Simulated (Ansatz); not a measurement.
# AgCl (Fm-3m): converging the G0W0 gap, part 2 of 2

How do accuracy and time trade against each other in G0W0 on AgCl (Fm-3m)?

Ansatz 0.2.0; G0W0 on PBE, plane waves, PAW. Known limits of the many-body steps: not at the basis limit; d shell near the gap, gap tends to lie low; no spin-orbit coupling; coarse k mesh.

So far. Step 4 (273 empty bands, screening to 200 eV): Against the run with 6×6×6 mesh, 127 empty bands, screening to 120 eV, the gap moves by +0.04 eV. Step 5 (Changing the k mesh: 4×4×4 mesh, 127 empty bands …): Against the run with 6×6×6 mesh, 127 empty bands, screening to 120 eV, the gap moves by +0.0005 eV.

In doubt: one-shot GW on d or f shells is unsure (steps 2, 3, 4, 5, 6, 7), so the values of those runs are not to be relied on.

**6. Changing the frequency model: 6×6×6 mesh, 127 empty bands, screening to 120 eV, plasmon pole**

A plasmon pole stands in for the full frequency dependence of the screening; this run shows what that costs in accuracy.

input.yaml reads:

```yaml
crystal:
  lattice:
    - [0.0, 2.7726629968, 2.7726629968]
    - [2.7726629968, 0.0, 2.7726629968]
    - [2.7726629968, 2.7726629968, 0.0]
  atoms:
    - { symbol: Ag, position: [0.0, 0.0, 0.0] }
    - { symbol: Cl, position: [0.5, 0.5, 0.5] }
kpoints:
  mp_grid: { grid: [6, 6, 6] }
hamiltonian:
  xc: pbe
scf:
  occupations: { method: fixed }
gw:
  n_empty_bands: 127
  ecut_chi: 120
  qp_bands: [v2, c2]
  qp_kpoints: band_edges
  screening: { model: godby_needs }
```

The run is started by

```
$ ansatz run input.yaml --threads 3 --pin off --max-ram 92160MiB --backend cuda --events-out ev --progress --plain --runs-dir out --devices 1 --max-vram 13GiB
```

Numbers of over 12 decimals in the logs are rounded to 6 here.

What it wrote:

```text
GPUs: using 1 of 1 available (devices: 1).
[...]
GPU FFT provider: cuFFT
GPU libraries: cuBLAS 13.8.2, cuFFT 12.4.0, cuSOLVER 12.3.4
Crystal: 2 atoms, lattice volume = 42.631 Å³
Basis set: ecut = 420 eV, 869 PW (Γ)
Bands: 17, of which v1, the nominal top of the filled ones, is band 13 counted from 1 (12 counted from 0)
Symmetry: 48 space group operations
[...]
k-points: 16 of 216
[...]
1    15     16.9456    -6.8441    -4.6187   -11.9394  0.8231    17.4235    17.4222  root
[...]
12    12      6.1547   -35.4778     5.6043   -28.7091  0.7805     4.9805     4.9903  root
    12    13      6.2396   -35.5673     5.6846   -28.7568  0.7778     5.0952     5.1138  root
    12    14     10.4893    -7.6519    -4.2983   -12.4782  0.8298    11.0186    11.0173  root
    12    15     16.0766    -9.0092    -3.9839   -13.4017  0.8301    16.4862    16.4852  root
[key lines of the parts left out:]
SCF converged after 6 iterations
Free energy (F): -8670.890463 eV
Fermi energy:    8.112652 eV
```

Run time: 21 s. Hardware: 1 × NVIDIA H100 80GB HBM3 (shared by 6 runs) with 3 threads of AMD EPYC 7R13 (Zen 3), shared host; peak memory 1.2 GiB; 24 s of CPU time.

Numbers from this step:

```
bands summed                                 : 140
plasmon-pole fit frequency                   : 29.00 eV
RPA ε∞ on this mesh (eigenvalues)            : 4.960, 4.960, 4.960
plane waves in the screening matrix          : 137
G0W0 gap on the mesh                         : 2.030 eV
k of the valence top                         : 0, 0, -0.5
k of the conduction bottom                   : 0, 0, 0
starting gap on the mesh                     : 0.9111 eV
least direct G0W0 gap on the computed points : 4.475 eV
```

Against the run with 6×6×6 mesh, 127 empty bands, screening to 120 eV, the gap moves by −0.013 eV.

**7. Changing the files: 6×6×6 mesh, 127 empty bands, screening to 120 eV, hard PAW files**

Other atomic data (hard PAW) test the pseudisation: the cutoff goes from 420 to 660 eV, with the same valence electrons.

Edit input.yaml of step 6 so:

```diff
@@ -12,2 +12,3 @@
   xc: pbe
+  pseudopotentials: { kind: paw, source: ansatz }
 scf:
@@ -19,2 +20,2 @@
   qp_kpoints: band_edges
-  screening: { model: godby_needs }
+  screening: { model: contour_deformation }
```

What it wrote:

```text
GPUs: using 1 of 1 available (devices: 1).
[...]
GPU FFT provider: cuFFT
GPU libraries: cuBLAS 13.8.2, cuFFT 12.4.0, cuSOLVER 12.3.4
Crystal: 2 atoms, lattice volume = 42.631 Å³
Basis set: ecut = 660 eV, 1639 PW (Γ)
Bands: 17, of which v1, the nominal top of the filled ones, is band 13 counted from 1 (12 counted from 0)
Symmetry: 48 space group operations
[...]
k-points: 16 of 216
[...]
1    15     17.6793    -6.8295    -4.6795   -11.9240  0.7809    18.0972    18.0943  root
[...]
12    12      6.8822   -35.4606     5.5777   -28.6914  0.7334     5.6508     5.6907  root
    12    13      6.9675   -35.5508     5.6783   -28.7402  0.7245     5.7940     5.8351  root
    12    14     11.2249    -7.6449    -4.3501   -12.4693  0.8092    11.7015    11.6991  root
    12    15     16.8090    -8.9856    -3.9992   -13.3800  0.7976    17.2060    17.2043  root
[key lines of the parts left out:]
SCF converged after 8 iterations
Free energy (F): -8685.747715 eV
Fermi energy:    8.841842 eV
```

Run time: 17 s. Hardware: 1 × NVIDIA H100 80GB HBM3 (shared by 6 runs) with 3 threads; peak memory 1.1 GiB.

This step gave:

* bands summed: 140
* RPA ε∞ on this mesh (eigenvalues): 4.954, 4.954, 4.954
* plane waves in the screening matrix: 137
* G0W0 gap on the mesh: 2.076 eV
* k of the valence top: 0, 0, -0.5
* k of the conduction bottom: 0, 0, 0
* starting gap on the mesh: 0.9160 eV
* least direct G0W0 gap on the computed points: 4.356 eV

Against the run with 6×6×6 mesh, 127 empty bands, screening to 120 eV, the gap moves by +0.03 eV.

**8. The runs together**

Times are wall times on 1 × NVIDIA H100 80GB HBM3 (shared by 6 runs) with 3 threads of AMD EPYC 7R13 (Zen 3), shared host, good to a factor of about two.

```
 mesh        files            frequency  bands summed  cutoff (eV)  start (eV)  G0W0 (eV)  time  host memory (GiB)
6×6×6  default PAW  contour deformation            57           60       0.911      1.943  14 s               1.00
6×6×6  default PAW  contour deformation           140          120       0.911      2.043  14 s                1.1
6×6×6  default PAW  contour deformation           286          200       0.911      2.086  30 s                1.4
4×4×4  default PAW  contour deformation           140          120       0.908      2.044  12 s                1.0
6×6×6  default PAW         plasmon pole           140          120       0.911      2.030  21 s                1.2
6×6×6     hard PAW  contour deformation           140          120       0.916      2.076  17 s                1.1
```

How the two edges are built up, in eV (the quasiparticle level is the starting level plus Σx plus Σc less Vxc):

```
      run               edge  start      Σx     Σc     Vxc     Z    QP
 57 bands        valence top   8.11  -30.34   4.28  -25.54  0.77  7.59
 57 bands  conduction bottom   9.02   -8.30  -3.65  -12.45  0.81  9.53
140 bands        valence top   8.11  -30.34   3.95  -25.54  0.76  7.26
140 bands  conduction bottom   9.02   -8.30  -3.88  -12.45  0.81  9.30
286 bands        valence top   8.11  -30.34   3.78  -25.54  0.76  7.09
286 bands  conduction bottom   9.02   -8.30  -4.00  -12.45  0.81  9.17
```

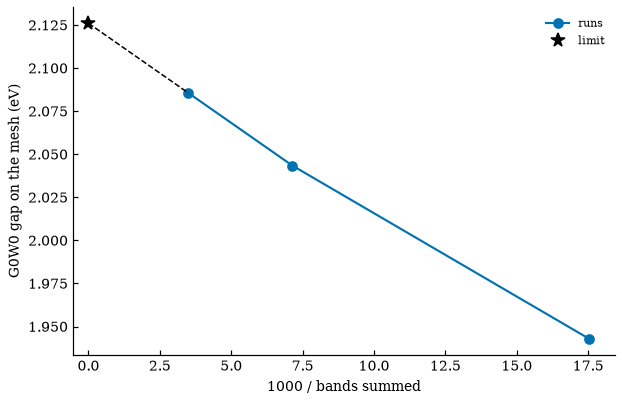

The gap against one over the number of bands; the dashed line carries the two highest rungs to the limit.

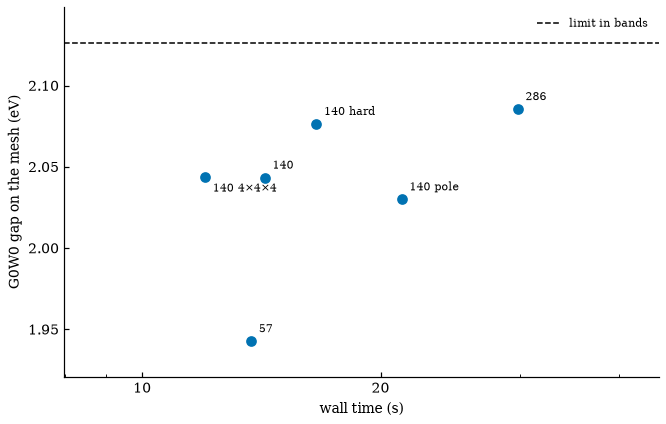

Result against wall time.

**9. Summary of results**

| Quantity | Value |
| --- | --- |
| 57 bands, 60 eV | 1.943 eV |
| 140 bands, 120 eV | 2.043 eV |
| 286 bands, 200 eV | 2.086 eV |
| estimated limit in bands and cutoff | 2.13 eV |
| mesh and start | 6×6×6, PBE |

A line in one over the bands through the two highest rungs gives 2.13 eV, +0.04 eV from the top rung; the pair below gives 2.11 eV, in fair agreement. The rungs stand 0.18 eV (57 bands), 0.08 eV (140 bands) and 0.04 eV (286 bands) from it. From 57 to 286 bands the gap moves by +0.14 eV while the time grows 2.2-fold. Σc changes by −0.50 eV at the valence top and −0.36 eV at the conduction bottom, so the levels themselves move more than the gap between them. On the 4×4×4 mesh in place of 6×6×6 the gap differs by +0.0005 eV, of which −0.003 eV is already in the start. The plasmon-pole model gives −0.01 eV against contour deformation, 1 % of the correction (the least direct gap moves by +0.13 eV), and saved no time in this program. Hard PAW files move the gap by +0.03 eV at equal bands and cutoff, +0.005 eV of it in the start. The cheapest rung within 0.1 eV of this estimate is that with 140 bands (14 s). The 6×6×6 mesh is coarse for this cell (its supercell is 24 Å along the shortest edge). The RPA ε∞ on it, from the PBE start, is 4.95; such meshes misread the long-range screening, most where the gap is narrow. A d shell, filled or nearly so, lies near the gap. One-shot GW converges very slowly in bands there, not always from below, and on a semilocal start the gap tends to come out low; starts rich in exact exchange can overshoot instead. The many-body steps are scalar-relativistic: spin-orbit coupling is not in them.

[Paths, hosts, dates, memory and timing lines, banners, echoed tables and standing remarks are left out of the program output.]

[Logs are printed without paths, hosts, clocks, repeated set-up lines and the standing remarks that a program may print on its own settings, such as how far it seeks lower states.]

[Runs of the session that timed out or met a known fault of the program may be left out.]

[Cells called generated may have been cut or substituted from an entry of the Crystallography Open Database or the Materials Project.]

[Hosts, paths, dates, database ids (printed as entryN), source tags and the programs' standing remarks are cut or masked in the printed files.]
